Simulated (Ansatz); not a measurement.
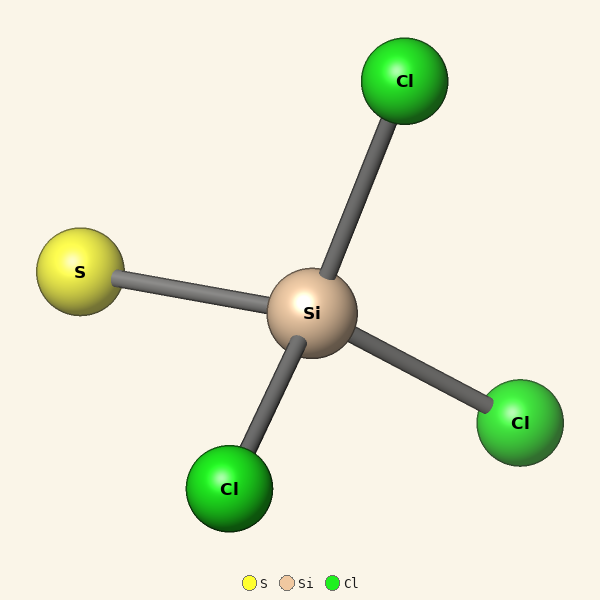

The picture shows a molecular structure as a ball-and-stick model. Every bond is drawn as one stick, whatever its order.

Charge 0, doublet. The geometry was computed by an optimisation with PBE0-D4/def2-TZVP.

Description:

The molecule is SiSCl₃. As SMILES it reads `[S][Si](Cl)(Cl)Cl`. The point group is Cs. It is an open-shell species. Coordination: 1 Si tetrahedral.

The parts below concern this one geometry. Atoms keep their numbers from picture to picture.

## Shape

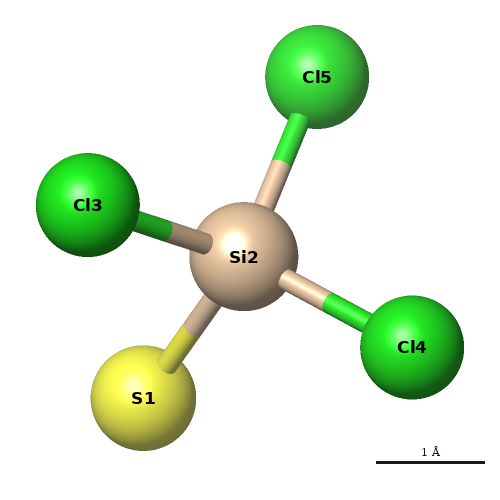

The atoms are numbered.

Estimate the angles S1–Si2–Cl3, S1–Si2–Cl4, Cl3–Si2–Cl4, Cl4–Si2–Cl5.

```csv
angle,degrees
S1–Si2–Cl3,104.2
S1–Si2–Cl4,112.6
Cl3–Si2–Cl4,110.0
Cl4–Si2–Cl5,107.4
```

## Vibrations

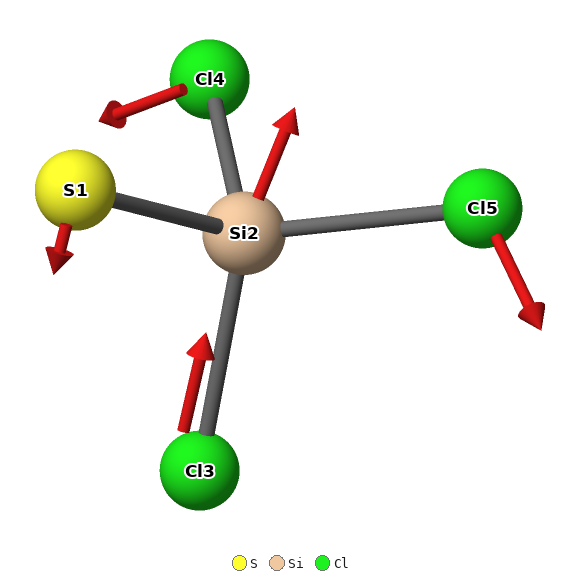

The arrows show one normal mode. Harmonic vibrations computed with UKS PBE0-D4/def2-TZVP (Ansatz 0.2.0) at a stationary point of the same level.

**What kind of motion is it?**

Mostly Cl–Si–Cl bending.

**Estimate its harmonic wavenumber.**

192 cm⁻¹; it is mode 3 of 9 counted from the lowest.

## Levels of theory compared

Program: Ansatz 0.2.0.

Tabulate HOMO energy (eV), dipole (D) at these levels: B3LYP-D4/def2-TZVPP; PBE-D4/def2-TZVPP; r2SCAN-D4/def2-TZVPP; ωB97M-V/def2-TZVPP.

```csv
level,HOMO energy (eV),dipole (D)
B3LYP-D4/def2-TZVPP,−7.79,0.24
PBE-D4/def2-TZVPP,−6.73,0.11
r2SCAN-D4/def2-TZVPP,−7.08,0.18
ωB97M-V/def2-TZVPP,−10.25,0.34
```

## Thermal motion

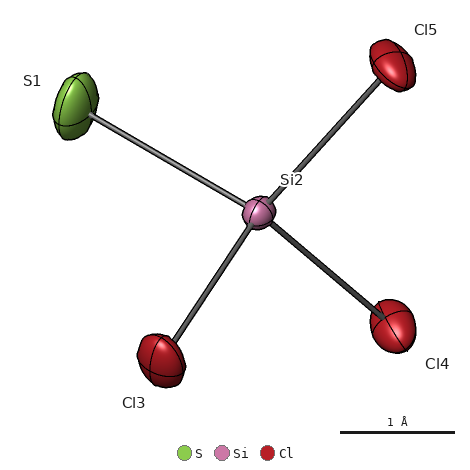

Displacement ellipsoids at the 50 % level, enlarged 2 times, from the internal vibrations of the free molecule (harmonic, no overall translation or rotation; no half-axis is drawn under 0.075 Å). Vibrations computed with UKS PBE0-D4/def2-TZVP (Ansatz 0.2.0). Temperature: 400 K.

List U_eq and the three principal root-mean-square amplitudes for each kind of atom.

```tsv
atom	U_eq (Å²)	rms amplitudes (Å)
S1	0.0078	0.053, 0.087, 0.114
Si2	0.0024	0.046, 0.049, 0.053
Cl3	0.0058	0.053, 0.078, 0.093
Cl4, Cl5	0.0055	0.051, 0.065, 0.098
```
